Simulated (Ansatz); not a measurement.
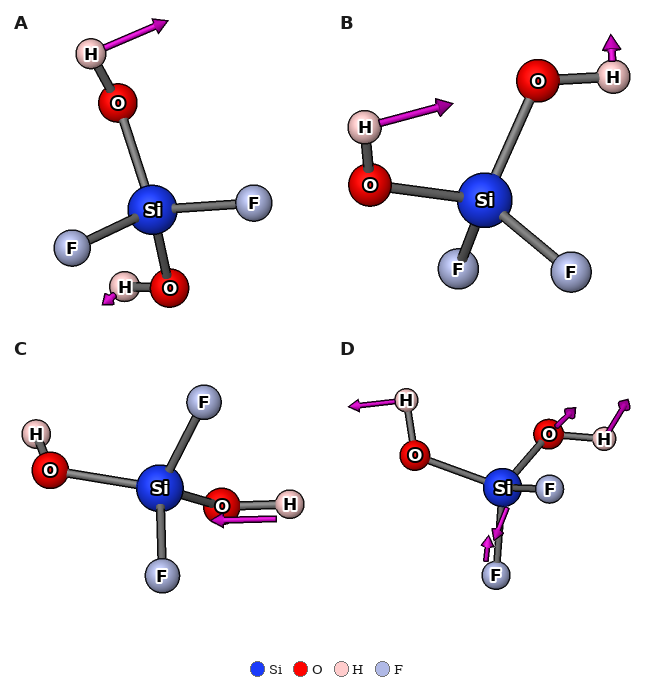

4 normal modes of one molecule or complex, as arrows. Harmonic vibrations computed with RKS PBE0-D4/def2-TZVP (Ansatz 0.2.0) at a stationary point of the same level.

Question: Match the panels to the wavenumbers 191 cm⁻¹, 804 cm⁻¹, 1017 cm⁻¹, 3932 cm⁻¹.

Answer: A: 191 cm⁻¹, a torsion or out-of-plane motion in which bond lengths and bond angles hardly change
B: 804 cm⁻¹, H–O–Si bending
C: 3932 cm⁻¹, O–H stretching
D: 1017 cm⁻¹
